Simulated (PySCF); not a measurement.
# ReCl6: ligand-field states

Aim: compute the ligand-field states of ReCl6.

Computed with PySCF 2.14.0 and routines of our own; the level stands in each step. Atoms count from 0.

### 1 The starting structure

7 atoms, charge 0, states of the metal's open shell are computed; geometry from: model geometry, bond lengths from ionic radii.

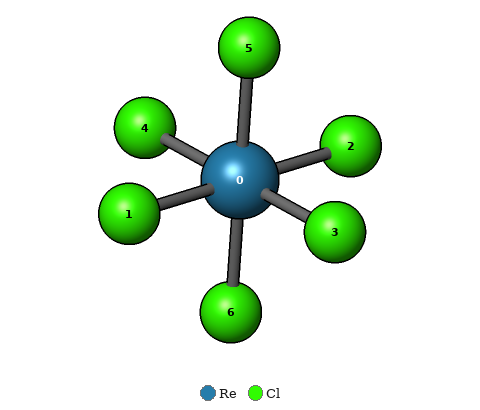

The starting geometry (rhenium blue, chlorine green); sticks join atoms by distance alone.

### 2 Ligand-field states: state-averaged CASSCF

The job: settings as JSON, then the geometry in Å.

```
{"job": {"kind": "lf", "basis": {"metal": "x2c-TZVPall", "ligand": "x2c-SVPall"}, "nevpt": true}, "charge": 0, "metal": "Re", "open_shell": "d1"}
Re     0.000000     0.000000     0.000000
Cl     0.000000     0.000000     2.260000
Cl     0.000000     0.000000    -2.260000
Cl     2.260000     0.000000     0.000000
Cl    -2.260000     0.000000     0.000000
Cl     0.000000     2.260000     0.000000
Cl    -0.000000    -2.260000     0.000000
```

With the program's defaults for keys left out, this is: state-averaged CASSCF of the metal d shell, SC-NEVPT2 on the averaged canonical orbitals, state-interaction spin-orbit coupling.

The run is started by

```
OMP_NUM_THREADS=1 python lf_run.py task.json out
```

This one command runs all jobs of the session in turn.

The log of the run:

```text
basis functions 189, electrons 177, active (1e, 5o)
stage 1: DIIS on the effective Fock matrix, level shift 0.30
cycle   1  E = -19453.0006574815  dE = -1.945e+04  max|g| = 1.149e+00
cycle   2  E = -19450.9030703222  dE =  2.098e+00  max|g| = 1.027e+00
cycle   3  E = -19454.1032291637  dE = -3.200e+00  max|g| = 8.939e-01
cycle   4  E = -19452.7862811899  dE =  1.317e+00  max|g| = 7.870e-01
cycle   5  E = -19452.8824289712  dE = -9.615e-02  max|g| = 7.998e-01
cycle   6  E = -19452.9452548408  dE = -6.283e-02  max|g| = 8.323e-01
cycle   7  E = -19453.3800395148  dE = -4.348e-01  max|g| = 2.746e-01
cycle   8  E = -19453.2200549992  dE =  1.600e-01  max|g| = 4.277e-01
cycle   9  E = -19453.3228044766  dE = -1.027e-01  max|g| = 3.299e-01
cycle  10  E = -19453.2709863660  dE =  5.182e-02  max|g| = 3.192e-01
cycle  11  E = -19453.3124994766  dE = -4.151e-02  max|g| = 3.820e-01
cycle  12  E = -19453.3025862046  dE =  9.913e-03  max|g| = 2.849e-01
cycle  13  E = -19453.2928849638  dE =  9.701e-03  max|g| = 4.012e-01
cycle  14  E = -19453.3088821828  dE = -1.600e-02  max|g| = 2.954e-01
cycle  15  E = -19453.2920509190  dE =  1.683e-02  max|g| = 3.862e-01
stage 2: quasi-Newton rotations from the point of smallest gradient
cycle  17  E = -19453.9096849661  dE = -5.296e-01  max|g| = 5.114e-01
cycle  18  E = -19454.5598807033  dE = -6.502e-01  max|g| = 4.899e-01
cycle  20  E = -19454.5746166643  dE = -1.474e-02  max|g| = 7.196e-01
cycle  21  E = -19454.8359101753  dE = -2.613e-01  max|g| = 8.991e-02
cycle  22  E = -19454.8470384915  dE = -1.113e-02  max|g| = 2.917e-02
cycle  23  E = -19454.8482865203  dE = -1.248e-03  max|g| = 7.122e-03
cycle  24  E = -19454.8483575046  dE = -7.098e-05  max|g| = 2.052e-03
cycle  25  E = -19454.8483627590  dE = -5.254e-06  max|g| = 3.415e-04
cycle  26  E = -19454.8483628195  dE = -6.049e-08  max|g| = 6.351e-05
cycle  27  E = -19454.8483628243  dE = -4.788e-09  max|g| = 2.994e-05
cycle  28  E = -19454.8483628245  dE = -1.673e-10  max|g| = 3.744e-06
converged average energy = -19454.8483628245

 mult deg   label        CASSCF/cm-1   NEVPT2/cm-1
   2   3   2T2g                0.0           0.0
   2   2   2Eg             37217.9       35605.0

spin-orbit levels / cm-1
      0.00  x4  2T2g 0.99
   4332.72  x2  2T2g 1.00
  37486.25  x4  2Eg 0.99
```

It took 40 s on 1 thread of Arm Neoverse V1, shared host; peak memory 0.59 GiB.

Warnings kept with the result: an active orbital is not mainly the metal shell.

An active orbital is only 58 % metal, under the run's own bar for a metal shell, so levels, ζ, ground spin and magnetism of this run may not be those of the metal's shell and are not read here.

### 3 Ligand-field states: state-averaged CASSCF (bond length × 0.92)

The job: settings as JSON, then the geometry in Å.

```
{"job": {"kind": "lf", "basis": {"metal": "x2c-TZVPall", "ligand": "x2c-SVPall"}, "nevpt": true, "reuse": true}, "charge": 0, "metal": "Re", "open_shell": "d1"}
Re     0.000000     0.000000     0.000000
Cl     0.000000     0.000000     2.079200
Cl     0.000000     0.000000    -2.079200
Cl     2.079200     0.000000     0.000000
Cl    -2.079200     0.000000     0.000000
Cl     0.000000     2.079200     0.000000
Cl    -0.000000    -2.079200     0.000000
```

Level: state-averaged CASSCF of the metal d shell, SC-NEVPT2 on the averaged canonical orbitals, state-interaction spin-orbit coupling.

The log of the run:

```text
basis functions 189, electrons 177, active (1e, 5o)
start from the orbitals of the previous structure
stage 1: DIIS on the effective Fock matrix, level shift 0.30
cycle   1  E = -19441.9220597741  dE = -1.944e+04  max|g| = 1.906e+02
cycle   2  E = -19451.2320985319  dE = -9.310e+00  max|g| = 1.280e+00
cycle   3  E = -19453.0804087598  dE = -1.848e+00  max|g| = 1.346e+00
cycle   4  E = -19454.5358863343  dE = -1.455e+00  max|g| = 4.059e-01
cycle   5  E = -19454.6665849890  dE = -1.307e-01  max|g| = 1.631e-01
cycle   6  E = -19454.6799644273  dE = -1.338e-02  max|g| = 3.616e-02
cycle   7  E = -19454.6809760279  dE = -1.012e-03  max|g| = 2.481e-02
cycle   8  E = -19454.6813581137  dE = -3.821e-04  max|g| = 9.625e-03
cycle   9  E = -19454.6814430860  dE = -8.497e-05  max|g| = 2.565e-03
cycle  10  E = -19454.6814601685  dE = -1.708e-05  max|g| = 1.954e-03
...
cycle  33  E = -19454.6814674705  dE = -1.830e-09  max|g| = 6.442e-05
cycle  34  E = -19454.6814674718  dE = -1.332e-09  max|g| = 6.234e-05
cycle  35  E = -19454.6814674728  dE = -1.011e-09  max|g| = 5.595e-05
cycle  36  E = -19454.6814674733  dE = -4.693e-10  max|g| = 5.223e-05
cycle  37  E = -19454.6814674733  dE = -1.455e-11  max|g| = 4.931e-05
cycle  38  E = -19454.6814674734  dE = -5.821e-11  max|g| = 4.192e-05
cycle  39  E = -19454.6814674734  dE = -6.185e-11  max|g| = 4.611e-05
cycle  40  E = -19454.6814674735  dE = -8.731e-11  max|g| = 4.367e-05
stage 2: quasi-Newton rotations from the point of smallest gradient
cycle  42  E = -19454.6814674758  dE = -2.481e-09  max|g| = 1.323e-05
cycle  43  E = -19454.6814674765  dE = -6.658e-10  max|g| = 4.699e-06
converged average energy = -19454.6814674765

 mult deg   label        CASSCF/cm-1   NEVPT2/cm-1
   2   3   2T2g                0.1           0.1
   2   2   2Eg             49513.0       47272.3

spin-orbit levels / cm-1
      0.00  x2  2T2g 1.00
      0.09  x2  2T2g 1.00
   4046.77  x2  2T2g 1.00
  48935.66  x2  2Eg 1.00
  48935.80  x2  2Eg 1.00
```

Run time: 45 s. Hardware: 1 thread of Arm Neoverse V1, shared host; peak memory 0.59 GiB.

Warnings kept with the result: an active orbital is not mainly the metal shell.

An active orbital is only 56 % metal, under the run's own bar for a metal shell, so levels, ζ, ground spin and magnetism of this run may not be those of the metal's shell and are not read here.

### 4 Ligand-field states: state-averaged CASSCF (bond length × 0.95)

The job: settings as JSON, then the geometry in Å.

```
{"job": {"kind": "lf", "basis": {"metal": "x2c-TZVPall", "ligand": "x2c-SVPall"}, "nevpt": true, "reuse": true}, "charge": 0, "metal": "Re", "open_shell": "d1"}
Re     0.000000     0.000000     0.000000
Cl     0.000000     0.000000     2.147000
Cl     0.000000     0.000000    -2.147000
Cl     2.147000     0.000000     0.000000
Cl    -2.147000     0.000000     0.000000
Cl     0.000000     2.147000     0.000000
Cl    -0.000000    -2.147000     0.000000
```

With the program's defaults for keys left out, this is: state-averaged CASSCF of the metal d shell, SC-NEVPT2 on the averaged canonical orbitals, state-interaction spin-orbit coupling.

The log of the run:

```text
basis functions 189, electrons 177, active (1e, 5o)
start from the orbitals of the previous structure
stage 1: DIIS on the effective Fock matrix, level shift 0.30
cycle   1  E = -19451.8528774430  dE = -1.945e+04  max|g| = 8.790e+01
cycle   2  E = -19454.7125974927  dE = -2.860e+00  max|g| = 4.003e-01
cycle   3  E = -19454.7710359346  dE = -5.844e-02  max|g| = 8.222e-02
cycle   4  E = -19454.7701789767  dE =  8.570e-04  max|g| = 1.210e-01
cycle   5  E = -19454.7773770539  dE = -7.198e-03  max|g| = 4.609e-02
cycle   6  E = -19454.7787081488  dE = -1.331e-03  max|g| = 9.230e-03
cycle   7  E = -19454.7787694649  dE = -6.132e-05  max|g| = 3.165e-03
cycle   8  E = -19454.7787849711  dE = -1.551e-05  max|g| = 1.697e-03
cycle   9  E = -19454.7787880551  dE = -3.084e-06  max|g| = 9.317e-04
cycle  10  E = -19454.7787888797  dE = -8.246e-07  max|g| = 3.633e-04
cycle  11  E = -19454.7787890625  dE = -1.828e-07  max|g| = 1.476e-04
cycle  12  E = -19454.7787890968  dE = -3.439e-08  max|g| = 6.634e-05
cycle  13  E = -19454.7787891037  dE = -6.879e-09  max|g| = 3.424e-05
cycle  14  E = -19454.7787891053  dE = -1.623e-09  max|g| = 1.849e-05
cycle  15  E = -19454.7787891057  dE = -4.002e-10  max|g| = 9.397e-06
converged average energy = -19454.7787891057

 mult deg   label        CASSCF/cm-1   NEVPT2/cm-1
   2   3   2T2g                0.0           0.0
   2   2   2Eg             44416.4       42523.7

spin-orbit levels / cm-1
      0.00  x4  2T2g 1.00
   4167.30  x2  2T2g 1.00
  44273.08  x4  2Eg 1.00
```

Run time: 23 s. Hardware: 1 thread of Arm Neoverse V1, shared host; peak memory 0.6 GiB.

Warnings kept with the result: an active orbital is not mainly the metal shell.

An active orbital is only 57 % metal, under the run's own bar for a metal shell, so levels, ζ, ground spin and magnetism of this run may not be those of the metal's shell and are not read here.

### 5 Ligand-field states: state-averaged CASSCF (bond length × 0.98)

The job: settings as JSON, then the geometry in Å.

```
{"job": {"kind": "lf", "basis": {"metal": "x2c-TZVPall", "ligand": "x2c-SVPall"}, "nevpt": true, "reuse": true}, "charge": 0, "metal": "Re", "open_shell": "d1"}
Re     0.000000     0.000000     0.000000
Cl     0.000000     0.000000     2.214800
Cl     0.000000     0.000000    -2.214800
Cl     2.214800     0.000000     0.000000
Cl    -2.214800     0.000000     0.000000
Cl     0.000000     2.214800     0.000000
Cl    -0.000000    -2.214800     0.000000
```

Level: state-averaged CASSCF of the metal d shell, SC-NEVPT2 on the averaged canonical orbitals, state-interaction spin-orbit coupling.

The log of the run:

```text
basis functions 189, electrons 177, active (1e, 5o)
start from the orbitals of the previous structure
stage 1: DIIS on the effective Fock matrix, level shift 0.30
cycle   1  E = -19452.8376552228  dE = -1.945e+04  max|g| = 7.064e+01
cycle   2  E = -19454.7827239468  dE = -1.945e+00  max|g| = 3.406e-01
cycle   3  E = -19454.8222969457  dE = -3.957e-02  max|g| = 9.011e-02
cycle   4  E = -19454.8177774359  dE =  4.520e-03  max|g| = 1.588e-01
cycle   5  E = -19454.8286286037  dE = -1.085e-02  max|g| = 7.524e-02
cycle   6  E = -19454.8317085280  dE = -3.080e-03  max|g| = 1.729e-02
cycle   7  E = -19454.8319440814  dE = -2.356e-04  max|g| = 5.373e-03
cycle   8  E = -19454.8319708394  dE = -2.676e-05  max|g| = 2.797e-03
cycle   9  E = -19454.8319770959  dE = -6.256e-06  max|g| = 1.915e-03
cycle  10  E = -19454.8319792426  dE = -2.147e-06  max|g| = 1.133e-03
cycle  11  E = -19454.8319799284  dE = -6.858e-07  max|g| = 6.172e-04
cycle  12  E = -19454.8319801131  dE = -1.846e-07  max|g| = 3.578e-04
cycle  13  E = -19454.8319801677  dE = -5.465e-08  max|g| = 2.253e-04
cycle  14  E = -19454.8319801868  dE = -1.907e-08  max|g| = 1.493e-04
cycle  15  E = -19454.8319801949  dE = -8.153e-09  max|g| = 9.681e-05
cycle  16  E = -19454.8319801984  dE = -3.427e-09  max|g| = 6.178e-05
cycle  17  E = -19454.8319801997  dE = -1.288e-09  max|g| = 4.172e-05
cycle  18  E = -19454.8319802002  dE = -5.602e-10  max|g| = 2.756e-05
cycle  19  E = -19454.8319802005  dE = -2.583e-10  max|g| = 1.839e-05
cycle  20  E = -19454.8319802006  dE = -1.055e-10  max|g| = 1.280e-05
cycle  21  E = -19454.8319802006  dE = -5.093e-11  max|g| = 9.233e-06
converged average energy = -19454.8319802006

 mult deg   label        CASSCF/cm-1   NEVPT2/cm-1
   2   3   2T2g                0.0           0.0
   2   2   2Eg             39898.3       38210.2

spin-orbit levels / cm-1
      0.00  x4  2T2g 0.99
   4271.13  x2  2T2g 1.00
  40040.38  x2  2Eg 0.99
  40040.39  x2  2Eg 0.99
```

It took 27 s on 1 thread of Arm Neoverse V1, shared host; peak memory 0.6 GiB.

Warnings kept with the result: an active orbital is not mainly the metal shell.

An active orbital is only 57 % metal, under the run's own bar for a metal shell, so levels, ζ, ground spin and magnetism of this run may not be those of the metal's shell and are not read here.

### 6 Ligand-field states: state-averaged CASSCF (bond length × 1.02)

The job: settings as JSON, then the geometry in Å.

```
{"job": {"kind": "lf", "basis": {"metal": "x2c-TZVPall", "ligand": "x2c-SVPall"}, "nevpt": true, "reuse": true}, "charge": 0, "metal": "Re", "open_shell": "d1"}
Re     0.000000     0.000000     0.000000
Cl     0.000000     0.000000     2.305200
Cl     0.000000     0.000000    -2.305200
Cl     2.305200     0.000000     0.000000
Cl    -2.305200     0.000000     0.000000
Cl     0.000000     2.305200     0.000000
Cl    -0.000000    -2.305200     0.000000
```

With the program's defaults for keys left out, this is: state-averaged CASSCF of the metal d shell, SC-NEVPT2 on the averaged canonical orbitals, state-interaction spin-orbit coupling.

The log of the run, cut to the lines that bear on the results:

```text
basis functions 189, electrons 177, active (1e, 5o)
start from the orbitals of the previous structure
stage 1: DIIS on the effective Fock matrix, level shift 0.30
cycle   1  E = -19452.6695919240  dE = -1.945e+04  max|g| = 7.170e+01
cycle   2  E = -19454.7911427340  dE = -2.122e+00  max|g| = 3.452e-01
cycle   3  E = -19454.8353954096  dE = -4.425e-02  max|g| = 1.343e-01
cycle   4  E = -19454.8291096755  dE =  6.286e-03  max|g| = 2.058e-01
cycle   5  E = -19454.8454356471  dE = -1.633e-02  max|g| = 1.121e-01
cycle   6  E = -19454.8516313557  dE = -6.196e-03  max|g| = 3.658e-02
cycle   7  E = -19454.8524203365  dE = -7.890e-04  max|g| = 1.345e-02
cycle   8  E = -19454.8525332888  dE = -1.130e-04  max|g| = 7.641e-03
cycle   9  E = -19454.8525627358  dE = -2.945e-05  max|g| = 4.875e-03
cycle  10  E = -19454.8525734106  dE = -1.067e-05  max|g| = 3.031e-03
[... 10 cycles left out ...]
cycle  21  E = -19454.8525796691  dE = -4.067e-09  max|g| = 1.041e-04
cycle  22  E = -19454.8525796714  dE = -2.292e-09  max|g| = 8.432e-05
cycle  23  E = -19454.8525796728  dE = -1.386e-09  max|g| = 6.937e-05
cycle  24  E = -19454.8525796738  dE = -1.062e-09  max|g| = 5.642e-05
cycle  25  E = -19454.8525796746  dE = -7.276e-10  max|g| = 4.525e-05
cycle  26  E = -19454.8525796751  dE = -5.311e-10  max|g| = 3.422e-05
cycle  27  E = -19454.8525796754  dE = -3.311e-10  max|g| = 2.548e-05
cycle  28  E = -19454.8525796756  dE = -2.001e-10  max|g| = 1.869e-05
cycle  29  E = -19454.8525796757  dE = -9.823e-11  max|g| = 1.355e-05
cycle  30  E = -19454.8525796758  dE = -4.729e-11  max|g| = 9.639e-06
converged average energy = -19454.8525796758

 mult deg   label        CASSCF/cm-1   NEVPT2/cm-1
   2   3   2T2g                0.0           0.0
   2   2   2Eg             34798.8       33209.1

spin-orbit levels / cm-1
      0.00  x4  2T2g 0.99
   4389.38  x2  2T2g 1.00
  35139.44  x2  2Eg 0.99
  35139.47  x2  2Eg 0.99
```

It took 35 s on 1 thread of Arm Neoverse V1, shared host; peak memory 0.6 GiB.

Warnings kept with the result: an active orbital is not mainly the metal shell.

An active orbital is only 58 % metal, under the run's own bar for a metal shell, so levels, ζ, ground spin and magnetism of this run may not be those of the metal's shell and are not read here.

### 7 Ligand-field states: state-averaged CASSCF (bond length × 1.05)

The job: settings as JSON, then the geometry in Å.

```
{"job": {"kind": "lf", "basis": {"metal": "x2c-TZVPall", "ligand": "x2c-SVPall"}, "nevpt": true, "reuse": true}, "charge": 0, "metal": "Re", "open_shell": "d1"}
Re     0.000000     0.000000     0.000000
Cl     0.000000     0.000000     2.373000
Cl     0.000000     0.000000    -2.373000
Cl     2.373000     0.000000     0.000000
Cl    -2.373000     0.000000     0.000000
Cl     0.000000     2.373000     0.000000
Cl    -0.000000    -2.373000     0.000000
```

Level: state-averaged CASSCF of the metal d shell, SC-NEVPT2 on the averaged canonical orbitals, state-interaction spin-orbit coupling.

The log of the run, cut to the lines that bear on the results:

```text
basis functions 189, electrons 177, active (1e, 5o)
start from the orbitals of the previous structure
stage 1: DIIS on the effective Fock matrix, level shift 0.30
cycle   1  E = -19454.0251978384  dE = -1.945e+04  max|g| = 4.309e+01
cycle   2  E = -19454.8142277810  dE = -7.890e-01  max|g| = 2.171e-01
cycle   3  E = -19454.8269777968  dE = -1.275e-02  max|g| = 1.368e-01
cycle   4  E = -19454.8327651525  dE = -5.787e-03  max|g| = 1.212e-01
cycle   5  E = -19454.8374457242  dE = -4.681e-03  max|g| = 7.843e-02
cycle   6  E = -19454.8401235638  dE = -2.678e-03  max|g| = 3.290e-02
cycle   7  E = -19454.8406834100  dE = -5.598e-04  max|g| = 1.264e-02
cycle   8  E = -19454.8407657860  dE = -8.238e-05  max|g| = 6.602e-03
cycle   9  E = -19454.8407876719  dE = -2.189e-05  max|g| = 4.189e-03
cycle  10  E = -19454.8407955273  dE = -7.855e-06  max|g| = 2.654e-03
[... 15 cycles left out ...]
cycle  26  E = -19454.8408004658  dE = -3.074e-09  max|g| = 1.016e-04
cycle  27  E = -19454.8408004683  dE = -2.550e-09  max|g| = 8.132e-05
cycle  28  E = -19454.8408004700  dE = -1.673e-09  max|g| = 6.324e-05
cycle  29  E = -19454.8408004710  dE = -9.677e-10  max|g| = 4.916e-05
cycle  30  E = -19454.8408004717  dE = -7.494e-10  max|g| = 3.693e-05
cycle  31  E = -19454.8408004721  dE = -3.820e-10  max|g| = 2.819e-05
cycle  32  E = -19454.8408004723  dE = -2.292e-10  max|g| = 2.049e-05
cycle  33  E = -19454.8408004724  dE = -1.201e-10  max|g| = 1.526e-05
cycle  34  E = -19454.8408004725  dE = -6.912e-11  max|g| = 1.146e-05
cycle  35  E = -19454.8408004726  dE = -4.002e-11  max|g| = 8.948e-06
converged average energy = -19454.8408004726

 mult deg   label        CASSCF/cm-1   NEVPT2/cm-1
   2   3   2T2g                0.0           0.0
   2   2   2Eg             31638.8       30013.3

spin-orbit levels / cm-1
      0.00  x2  2T2g 0.99
      0.01  x2  2T2g 0.99
   4466.80  x2  2T2g 1.00
  32012.94  x2  2Eg 0.99
  32012.98  x2  2Eg 0.99
```

Wall time 39 s (1 thread of Arm Neoverse V1, shared host); peak memory 0.6 GiB.

Warnings kept with the result: an active orbital is not mainly the metal shell.

An active orbital is only 57 % metal, under the run's own bar for a metal shell, so levels, ζ, ground spin and magnetism of this run may not be those of the metal's shell and are not read here.

### 8 Ligand-field states: state-averaged CASSCF (bond length × 1.09)

The job: settings as JSON, then the geometry in Å.

```
{"job": {"kind": "lf", "basis": {"metal": "x2c-TZVPall", "ligand": "x2c-SVPall"}, "nevpt": true, "reuse": true}, "charge": 0, "metal": "Re", "open_shell": "d1"}
Re     0.000000     0.000000     0.000000
Cl     0.000000     0.000000     2.463400
Cl     0.000000     0.000000    -2.463400
Cl     2.463400     0.000000     0.000000
Cl    -2.463400     0.000000     0.000000
Cl     0.000000     2.463400     0.000000
Cl    -0.000000    -2.463400     0.000000
```

With the program's defaults for keys left out, this is: state-averaged CASSCF of the metal d shell, SC-NEVPT2 on the averaged canonical orbitals, state-interaction spin-orbit coupling.

The log of the run:

```text
basis functions 189, electrons 177, active (1e, 5o)
start from the orbitals of the previous structure
stage 1: DIIS on the effective Fock matrix, level shift 0.30
cycle   1  E = -19453.8851288555  dE = -1.945e+04  max|g| = 4.297e+01
cycle   2  E = -19454.7651362092  dE = -8.800e-01  max|g| = 2.180e-01
cycle   3  E = -19454.7771445240  dE = -1.201e-02  max|g| = 1.671e-01
cycle   4  E = -19454.7912475183  dE = -1.410e-02  max|g| = 1.246e-01
cycle   5  E = -19454.7953140360  dE = -4.067e-03  max|g| = 9.637e-02
cycle   6  E = -19454.7989848330  dE = -3.671e-03  max|g| = 4.339e-02
cycle   7  E = -19454.8000433580  dE = -1.059e-03  max|g| = 1.954e-02
cycle   8  E = -19454.8002060421  dE = -1.627e-04  max|g| = 1.104e-02
cycle   9  E = -19454.8002547029  dE = -4.866e-05  max|g| = 6.767e-03
cycle  10  E = -19454.8002726409  dE = -1.794e-05  max|g| = 4.036e-03
...
cycle  32  E = -19454.8002828325  dE =  3.717e-07  max|g| = 6.292e-04
cycle  33  E = -19454.8002823183  dE =  5.142e-07  max|g| = 7.405e-04
cycle  34  E = -19454.8002816789  dE =  6.394e-07  max|g| = 8.462e-04
cycle  35  E = -19454.8002805811  dE =  1.098e-06  max|g| = 1.021e-03
stage 2: quasi-Newton rotations from the point of smallest gradient
cycle  37  E = -19454.8002837456  dE = -3.745e-08  max|g| = 6.233e-04
cycle  38  E = -19454.8002839732  dE = -2.276e-07  max|g| = 1.637e-04
cycle  39  E = -19454.8002839996  dE = -2.639e-08  max|g| = 9.162e-05
cycle  40  E = -19454.8002840270  dE = -2.740e-08  max|g| = 2.300e-05
cycle  41  E = -19454.8002840304  dE = -3.358e-09  max|g| = 1.980e-05
cycle  42  E = -19454.8002840324  dE = -2.023e-09  max|g| = 7.509e-06
converged average energy = -19454.8002840324

 mult deg   label        CASSCF/cm-1   NEVPT2/cm-1
   2   3   2T2g                0.0           0.0
   2   2   2Eg             28243.2       26428.0

spin-orbit levels / cm-1
      0.00  x4  2T2g 0.99
   4560.01  x2  2T2g 1.00
  28511.23  x2  2Eg 0.99
  28511.27  x2  2Eg 0.99
```

Run time: 44 s. Hardware: 1 thread of Arm Neoverse V1, shared host; peak memory 0.6 GiB.

Warnings kept with the result: an active orbital is not mainly the metal shell.

An active orbital is only 56 % metal, under the run's own bar for a metal shell, so levels, ζ, ground spin and magnetism of this run may not be those of the metal's shell and are not read here.

### 9 Outcome

| quantity | value |
| --- | --- |
| ligand-field states | no level gives a usable value |

What this shows: Steps 2, 3, 4, 5, 6, 7, 8 are set aside: its active space failed the test for the metal's shell.
